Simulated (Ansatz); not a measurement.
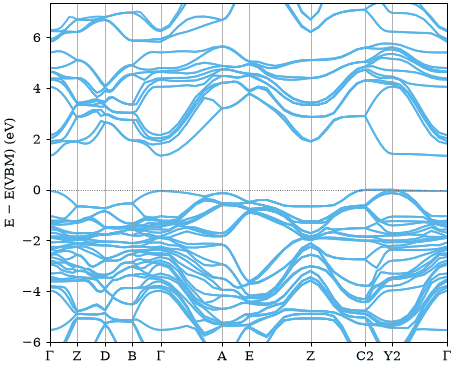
*Band structure from PBEsol with spin–orbit coupling in the plane-wave PAW code Ansatz*

Read off the gap and where the band edges lie.

About 1.3 eV (1.33 eV by a search for the band edges); maximum at Y2, minimum at Γ.

The material is WO$_{3}$ in space group P2_1/c (No. 14; W on 4e, O on 4e, O on 4e, O on 4e).

The first step of the workflow began from a Materials Project structure, measured or hypothetical; the Crystallography Open Database files this formula in space group No. 14, but the cells were not matched. Its standing as an ambient phase is unchecked. The cell was relaxed with PBEsol under the symmetry of its start; whether a distortion lowers the energy is not shown. No spin polarisation was allowed. No Hubbard U is applied.

Potentials: the later of the program's two PAW sets.
